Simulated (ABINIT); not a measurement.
# A GW run on KF (Carobbiite) in ABINIT, with inputs changed

Aim: change inputs of a GW run on KF (Carobbiite) and see what moves.

Main program and level: ABINIT 10.8.3; PBE and many-body steps on it, plane waves.

**1. The starting structure**

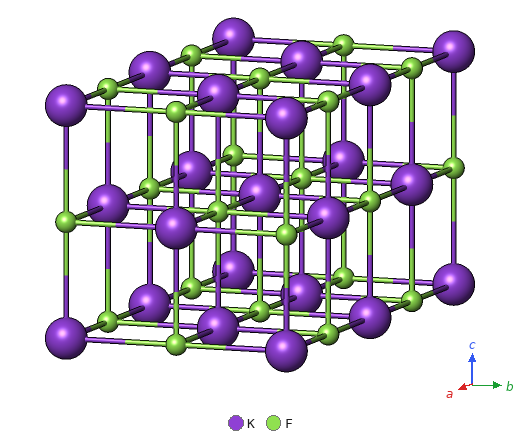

Start, viewed slightly off an axis; potassium purple, fluorine green. 2×1×1 cells are drawn. This picture shows the conventional cell, with its axes. Some periodic images of atoms are drawn too.

The cell and positions come from the Crystallography Open Database and are kept as given unless a step says otherwise.

**2. Screening, 6×6×6 mesh, 151 bands, screening to 217.7 eV**

This step: ABINIT 10.8.3; RPA screening on PBE, plane waves, norm-conserving pseudopotentials.

The RPA dielectric matrix is built and inverted for each q.

The input, run.abi:

```
acell 3*1.0 Angstrom
rprim 
  0.000000000000 2.671850000000 2.671850000000
  2.671850000000 0.000000000000 2.671850000000
  2.671850000000 2.671850000000 0.000000000000
ntypat 2
znucl 19 9
natom 2
typat 1 2
xred 
  0.000000000000 0.000000000000 0.000000000000
  0.500000000000 0.500000000000 0.500000000000
pp_dirpath "pseudos"
pseudos "K.upf, F.upf"
ecut 36
ngkpt 6 6 6
nshiftk 1
shiftk 0 0 0
kptopt 1
chksymbreak 0
istwfk *1
occopt 1
irdwfk 1
optdriver 3
nband 151
ecuteps 8
inclvkb 2
awtr 1
symchi 1
indata_prefix "in"
outdata_prefix "out"
tmpdata_prefix "tmp"
```

The run is started by

```
$ OMP_NUM_THREADS=1 mpirun -n 4 abinit run.abi > log
```

The program printed:

```text
.Version 10.8.3 of ABINIT. v10.8.2 released Aug 2026.

 Symmetries : space group Fm -3 m (#225); Bravais cF (face-center cubic)
[... echo of the input left out ...]
== DATASET  1 ==================================================================
-   mpi_nproc: 4, omp_nthreads: 1 (-1 if OMP is not activated)

--- !DatasetInfo
iteration_state: {dtset: 1, }
dimensions: {natom: 2, nkpt: 16, mband: 151, nsppol: 1, nspinor: 1, nspden: 1, mpw: 2685, }
cutoff_energies: {ecut:  36.0, pawecutdg:  -1.0, }
electrons: {nelect:   1.60000000E+01, charge:   0.00000000E+00, occopt:   1.00000000E+00, tsmear:   1.00000000E-02, }

 SCREENING: Calculation of the susceptibility and dielectric matrices

 Based on a program developped by R.W. Godby, V. Olevano, G. Onida, and L. Reining.
 Incorporated in ABINIT by V. Olevano, G.-M. Rignanese, and M. Torrent.
.Using double precision arithmetic ; gwpc =  8

[... cell and pseudopotentials left out ...]
--------------------------------------------------------------------------------

 ==== K-mesh for the wavefunctions ====
 Number of points in the irreducible wedge :    16
[... list of points left out ...]
 Together with 48 symmetry operations and time-reversal symmetry
 yields   216 points in the full Brillouin Zone.

 ==== Q-mesh for the screening function ====
 Number of points in the irreducible wedge :    16
[... list of points left out ...]
 Together with 48 symmetry operations and time-reversal symmetry
 yields   216 points in the full Brillouin Zone.

 setmesh: FFT mesh size selected  =    30x   30x   30
          total number of points  =        27000

 vcoul_init : cutoff-mode = AUXILIARY_FUNCTION
 q-points for optical limit:   1
     1)      0.000010    0.000020    0.000030

- screening: taking advantage of time-reversal symmetry
- Maximum band index for partially occupied states nbvw = 8
- Remaining bands to be divided among processors   nbcw = 143
- Number of bands treated by each node ~35

 Number of electrons calculated from density =   16.0000; Expected =   16.0000
 average of density, n =  0.062152
 r_s =    1.5661
 omega_plasma =   24.0483 [eV]

 calculating chi0 at frequencies [eV] :
  1    0.000000E+00    0.000000E+00
  2    0.000000E+00    2.404829E+01

--------------------------------------------------------------------------------
  q-point number  1        q = ( 0.000000, 0.000000, 0.000000) [r.l.u.]
--------------------------------------------------------------------------------
[... chi0 elements left out ...]
 For q-point:  0.000010 0.000020 0.000030
  dielectric constant =   1.8940
  dielectric constant without local fields =   2.1054

  Average fulfillment of the sum rule on Im[epsilon] for q-point    1 :     75.44  [%]
[... wings left out ...]
  q-point number  2        q = ( 0.166667, 0.000000, 0.000000) [r.l.u.]
--------------------------------------------------------------------------------
[... chi0 elements left out ...]
  Average fulfillment of the sum rule on Im[epsilon] for q-point    2 :     83.97  [%]

 [... 14 further q-points ...]
```

Elapsed: 12 min, on 4 MPI ranks of Intel Xeon Platinum 8259CL at 2.50GHz (Skylake/Cascade Lake), shared host; peak memory 1.8 GiB; 49 min of CPU time.

Numbers from this step:

| Property | Result |
| --- | --- |
| ε∞ with local fields, on this mesh, along the program's q direction | 1.894 |
| the same without local fields | 2.105 |
| plasma frequency | 24.05 eV |
| plane waves in the screening matrix | 283 |

Local fields lower ε∞ by 10 %.

**3. Base**

The self-energy is evaluated for the states that the input lists, and the levels follow from it, in one-shot runs by the linearised quasiparticle equation.

This step: G0W0 on PBE, plane waves, norm-conserving pseudopotentials.

run.abi, as its differences from that of step 2:

```diff
@@ -23,8 +23,15 @@
 irdwfk 1
-optdriver 3
+optdriver 4
 nband 151
+gwcalctyp 0
+ecutsigx 36
+symsigma 1
+nkptgw 1
+kptgw 
+  0.0000000000 0.0000000000 0.0000000000
+bdgw 
+  6 12
 ecuteps 8
-inclvkb 2
-awtr 1
-symchi 1
+irdscr 1
+ppmodel 1
 indata_prefix "in"
```

The program printed:

```text
.Version 10.8.3 of ABINIT. v10.8.2 released Aug 2026.

 Symmetries : space group Fm -3 m (#225); Bravais cF (face-center cubic)
[... echo of the input left out ...]
== DATASET  1 ==================================================================
-   mpi_nproc: 4, omp_nthreads: 1 (-1 if OMP is not activated)

--- !DatasetInfo
iteration_state: {dtset: 1, }
dimensions: {natom: 2, nkpt: 16, mband: 151, nsppol: 1, nspinor: 1, nspden: 1, mpw: 2685, }
cutoff_energies: {ecut:  36.0, pawecutdg:  -1.0, }
electrons: {nelect:   1.60000000E+01, charge:   0.00000000E+00, occopt:   1.00000000E+00, tsmear:   1.00000000E-02, }

 SIGMA: Calculation of the GW corrections

 Based on a program developped by R.W. Godby, V. Olevano, G. Onida, and L. Reining.
 Incorporated in ABINIT by V. Olevano, G.-M. Rignanese, and M. Torrent.
.Using double precision arithmetic ; gwpc =  8

[... cell and pseudopotentials left out ...]
--------------------------------------------------------------------------------

 ==== K-mesh for the wavefunctions ====
 Number of points in the irreducible wedge :    16
[... list of points left out ...]
 Together with 48 symmetry operations and time-reversal symmetry
 yields   216 points in the full Brillouin Zone.

 ==== Q-mesh for screening function ====
 Number of points in the irreducible wedge :    16
[... list of points left out ...]
 Together with 48 symmetry operations and time-reversal symmetry
 yields   216 points in the full Brillouin Zone.

 vcoul_init : cutoff-mode = AUXILIARY_FUNCTION
 q-points for optical limit:   1
     1)      0.000010    0.000020    0.000030
 setmesh: FFT mesh size selected  =    40x   40x   40
          total number of points  =        64000

 Number of electrons calculated from density =   16.0000; Expected =   16.0000
 average of density, n =  0.062152
 r_s =    1.5661
 omega_plasma =   24.0483 [eV]

 === KS Band Gaps ===
  >>>> For spin  1
   Minimum direct gap =   6.1994 [eV], located at k-point      :   0.0000  0.0000  0.0000
   Fundamental gap    =   6.1994 [eV], Top of valence bands at :   0.0000  0.0000  0.0000
                                       Bottom of conduction at :   0.0000  0.0000  0.0000
 SIGMA fundamental parameters:
 PLASMON POLE MODEL  1
 number of plane-waves for SigmaX                 2685
 number of plane-waves for SigmaC and W            283
 number of plane-waves for wavefunctions          2685
 number of bands                                   151
 number of independent spin polarizations            1
 number of spinorial components                      1
 number of k-points in IBZ                          16
 number of q-points in IBZ                          16
 number of symmetry operations                      48
 number of k-points in BZ                          216
 number of q-points in BZ                          216
 number of frequencies for dSigma/dE                 9
 frequency step for dSigma/dE [eV]                0.25
 number of omega for Sigma on real axis              0
 max omega for Sigma on real axis  [eV]           0.00
 zcut for avoiding poles [eV]                     0.10

 EPSILON^-1 parameters (SCR file):
 dimension of the eps^-1 matrix on file            283
 dimension of the eps^-1 matrix used               283
 number of plane-waves for wavefunctions          2685
 number of bands                                   151
 number of q-points in IBZ                          16
 number of frequencies                               2
 number of real frequencies                          1
 number of imag frequencies                          1

 matrix elements of self-energy operator (all in [eV])

 Perturbative Calculation

--- !SelfEnergy_ee
iteration_state: {dtset: 1, }
kpoint     : [   0.000,    0.000,    0.000, ]
spin       : 1
KS_gap     :    6.199
QP_gap     :    9.616
Delta_QP_KS:    3.417
data: !SigmaeeData |
     Band     E0 <VxcDFT>   SigX SigC(E0)      Z dSigC/dE  Sig(E)    E-E0       E
        6   0.131 -21.899 -29.568   4.684   0.806  -0.241 -24.305  -2.406  -2.276
        7   0.131 -21.899 -29.568   4.684   0.806  -0.241 -24.305  -2.406  -2.276
        8   0.131 -21.899 -29.568   4.684   0.806  -0.241 -24.305  -2.406  -2.276
        9   6.330  -7.969  -4.027  -2.816   0.898  -0.114  -6.959   1.010   7.340
       10  10.825 -10.841  -4.975  -3.159   0.890  -0.123  -8.431   2.410  13.235
       11  10.825 -10.841  -4.975  -3.159   0.890  -0.123  -8.431   2.410  13.235
       12  10.825 -10.841  -4.975  -3.159   0.890  -0.123  -8.431   2.410  13.235

== END DATASET(S) ==============================================================
================================================================================

 -outvars: echo values of variables after computation  --------
           etotal      0.0000000000E+00
            nband         151
             nkpt          16
          spgroup         225
 [... the other variables as echoed above ...]

 Calculation completed.
```

The job ended after 39 s (4 MPI ranks; peak memory 1.8 GiB).

Numbers from this step:

```
G0W0 gap on the points computed              : 9.616 eV
starting gap on the mesh                     : 6.199 eV
k of the valence top                         : 0, 0, 0
k of the conduction bottom                   : 0, 0, 0
Z at the valence top                         : 0.806
Z at the conduction bottom                   : 0.898
least direct G0W0 gap on the computed points : 9.616 eV
```

The gap on the mesh goes from 6.20 eV to 9.62 eV, a correction of +3.42 eV.

**4. Scissors in G**

run.abi, as its differences from that of step 3:

```diff
@@ -36,2 +36,3 @@
 ppmodel 1
+mbpt_sciss 1.0 eV
 indata_prefix "in"
```

The program printed:

```text
.Version 10.8.3 of ABINIT. v10.8.2 released Aug 2026.

 Symmetries : space group Fm -3 m (#225); Bravais cF (face-center cubic)
[... echo of the input left out ...]
== DATASET  1 ==================================================================
-   mpi_nproc: 4, omp_nthreads: 1 (-1 if OMP is not activated)

--- !DatasetInfo
iteration_state: {dtset: 1, }
dimensions: {natom: 2, nkpt: 16, mband: 151, nsppol: 1, nspinor: 1, nspden: 1, mpw: 2685, }
cutoff_energies: {ecut:  36.0, pawecutdg:  -1.0, }
electrons: {nelect:   1.60000000E+01, charge:   0.00000000E+00, occopt:   1.00000000E+00, tsmear:   1.00000000E-02, }

 SIGMA: Calculation of the GW corrections

 Based on a program developped by R.W. Godby, V. Olevano, G. Onida, and L. Reining.
 Incorporated in ABINIT by V. Olevano, G.-M. Rignanese, and M. Torrent.
.Using double precision arithmetic ; gwpc =  8

[... cell and pseudopotentials left out ...]
--------------------------------------------------------------------------------

 ==== K-mesh for the wavefunctions ====
 Number of points in the irreducible wedge :    16
[... list of points left out ...]
 Together with 48 symmetry operations and time-reversal symmetry
 yields   216 points in the full Brillouin Zone.

 ==== Q-mesh for screening function ====
 Number of points in the irreducible wedge :    16
[... list of points left out ...]
 Together with 48 symmetry operations and time-reversal symmetry
 yields   216 points in the full Brillouin Zone.

 vcoul_init : cutoff-mode = AUXILIARY_FUNCTION
 q-points for optical limit:   1
     1)      0.000010    0.000020    0.000030
 setmesh: FFT mesh size selected  =    40x   40x   40
          total number of points  =        64000

 Number of electrons calculated from density =   16.0000; Expected =   16.0000
[...]
number of frequencies for dSigma/dE                 9
 frequency step for dSigma/dE [eV]                0.25
 number of omega for Sigma on real axis              0
 max omega for Sigma on real axis  [eV]           0.00
 zcut for avoiding poles [eV]                     0.10
 scissor energy [eV]                              1.00

 EPSILON^-1 parameters (SCR file):
 dimension of the eps^-1 matrix on file            283
 dimension of the eps^-1 matrix used               283
 number of plane-waves for wavefunctions          2685
 number of bands                                   151
 number of q-points in IBZ                          16
 number of frequencies                               2
 number of real frequencies                          1
 number of imag frequencies                          1

 matrix elements of self-energy operator (all in [eV])

 Perturbative Calculation

--- !SelfEnergy_ee
iteration_state: {dtset: 1, }
kpoint     : [   0.000,    0.000,    0.000, ]
spin       : 1
KS_gap     :    6.199
QP_gap     :    9.690
Delta_QP_KS:    3.491
data: !SigmaeeData |
     Band     E0 <VxcDFT>   SigX SigC(E0)      Z dSigC/dE  Sig(E)    E-E0       E
        6   0.131 -21.899 -29.568   4.709   0.807  -0.240 -24.287  -2.388  -2.257
        7   0.131 -21.899 -29.568   4.709   0.807  -0.240 -24.287  -2.388  -2.257
        8   0.131 -21.899 -29.568   4.709   0.807  -0.240 -24.287  -2.388  -2.257
        9   6.330  -7.969  -4.027  -2.827   0.898  -0.114  -6.866   1.103   7.433
       10  10.825 -10.841  -4.975  -3.170   0.891  -0.123  -8.330   2.511  13.335
       11  10.825 -10.841  -4.975  -3.170   0.891  -0.123  -8.330   2.511  13.335
       12  10.825 -10.841  -4.975  -3.170   0.891  -0.123  -8.330   2.511  13.335

== END DATASET(S) ==============================================================
================================================================================

 -outvars: echo values of variables after computation  --------
           etotal      0.0000000000E+00
            nband         151
             nkpt          16
          spgroup         225
 [... the other variables as echoed above ...]

 Calculation completed.
```

It took 43 s on 4 MPI ranks; peak memory 1.8 GiB.

This step gave:

* G0W0 gap on the points computed: 9.69 eV
* starting gap on the mesh: 6.199 eV
* k of the valence top: 0, 0, 0
* k of the conduction bottom: 0, 0, 0
* Z at the valence top: 0.807
* Z at the conduction bottom: 0.898
* least direct G0W0 gap on the computed points: 9.69 eV

**5. No symmetry in the self-energy**

run.abi, as its differences from that of step 4:

```diff
@@ -27,3 +27,3 @@
 ecutsigx 36
-symsigma 1
+symsigma 0
 nkptgw 1
@@ -36,3 +36,2 @@
 ppmodel 1
-mbpt_sciss 1.0 eV
 indata_prefix "in"
```

The program printed:

```text
.Version 10.8.3 of ABINIT. v10.8.2 released Aug 2026.

 Symmetries : space group Fm -3 m (#225); Bravais cF (face-center cubic)
[... echo of the input left out ...]
== DATASET  1 ==================================================================
-   mpi_nproc: 4, omp_nthreads: 1 (-1 if OMP is not activated)

--- !DatasetInfo
iteration_state: {dtset: 1, }
dimensions: {natom: 2, nkpt: 16, mband: 151, nsppol: 1, nspinor: 1, nspden: 1, mpw: 2685, }
cutoff_energies: {ecut:  36.0, pawecutdg:  -1.0, }
[...]
10  10.825 -10.841  -4.975  -3.159   0.890  -0.123  -8.431   2.410  13.235
       11  10.825 -10.841  -4.975  -3.159   0.890  -0.123  -8.431   2.410  13.235
       12  10.825 -10.841  -4.975  -3.159   0.890  -0.123  -8.431   2.410  13.235

== END DATASET(S) ==============================================================
================================================================================

 -outvars: echo values of variables after computation  --------
           etotal      0.0000000000E+00
            nband         151
             nkpt          16
          spgroup         225
 [... the other variables as echoed above ...]

 Calculation completed.
```

The job ended after 7.7 min (4 MPI ranks; peak memory 1.8 GiB; 31 min of CPU time).

Numbers from this step:

```
G0W0 gap on the points computed              : 9.616 eV
starting gap on the mesh                     : 6.199 eV
k of the valence top                         : 0, 0, 0
k of the conduction bottom                   : 0, 0, 0
least direct G0W0 gap on the computed points : 9.616 eV
```

Against G0W0 in ABINIT (6×6×6 mesh, 151 bands, screening to 217.7 eV, Godby-Needs plasmon pole), the gap moves by +0.000 eV.

**6. Broadening of the poles**

run.abi, as its differences from that of step 5:

```diff
@@ -27,3 +27,3 @@
 ecutsigx 36
-symsigma 0
+symsigma 1
 nkptgw 1
@@ -36,2 +36,3 @@
 ppmodel 1
+zcut 0.5 eV
 indata_prefix "in"
```

The program printed:

```text
.Version 10.8.3 of ABINIT. v10.8.2 released Aug 2026.

 Symmetries : space group Fm -3 m (#225); Bravais cF (face-center cubic)
[... echo of the input left out ...]
== DATASET  1 ==================================================================
-   mpi_nproc: 4, omp_nthreads: 1 (-1 if OMP is not activated)

--- !DatasetInfo
iteration_state: {dtset: 1, }
dimensions: {natom: 2, nkpt: 16, mband: 151, nsppol: 1, nspinor: 1, nspden: 1, mpw: 2685, }
cutoff_energies: {ecut:  36.0, pawecutdg:  -1.0, }
[...]
10  10.825 -10.841  -4.975  -3.159   0.890  -0.123  -8.431   2.410  13.235
       11  10.825 -10.841  -4.975  -3.159   0.890  -0.123  -8.431   2.410  13.235
       12  10.825 -10.841  -4.975  -3.159   0.890  -0.123  -8.431   2.410  13.235

== END DATASET(S) ==============================================================
================================================================================

 -outvars: echo values of variables after computation  --------
           etotal      0.0000000000E+00
            nband         151
             nkpt          16
          spgroup         225
 [... the other variables as echoed above ...]

 Calculation completed.
```

Wall time 42 s (4 MPI ranks); peak memory 1.8 GiB.

This step gave:

```yaml
g0w0_gap_on_the_points_computed: 9.616 eV
starting_gap_on_the_mesh: 6.199 eV
k_of_the_valence_top: 0, 0, 0
k_of_the_conduction_bottom: 0, 0, 0
least_direct_g0w0_gap_on_the_computed_points: 9.616 eV
```

Against G0W0 in ABINIT (6×6×6 mesh, 151 bands, screening to 217.7 eV, Godby-Needs plasmon pole), the gap moves by +0.000 eV.

(Part 1 of 2 ends here.)

[Paths, hosts, dates, memory and timing lines, banners, echoed tables and standing remarks are left out of the program output.]

[Logs are printed without paths, hosts, clocks, repeated set-up lines and the standing remarks that a program may print on its own settings, such as how far it seeks lower states.]

[Runs of the session that timed out or met a known fault of the program may be left out.]

[Hosts, paths, dates, database ids (printed as entryN), source tags and the programs' standing remarks are cut or masked in the printed files.]

[G0W0 gaps are taken among the corrected bands and points alone; a level outside them can change the order at an edge.]

[Where Ansatz stands beside ABINIT at settings called matched, ABINIT's density can come from a denser mesh and the files from another edition; pairs whose starting gaps differed by over 0.03 eV were left out, so agreement reads better than it is.]
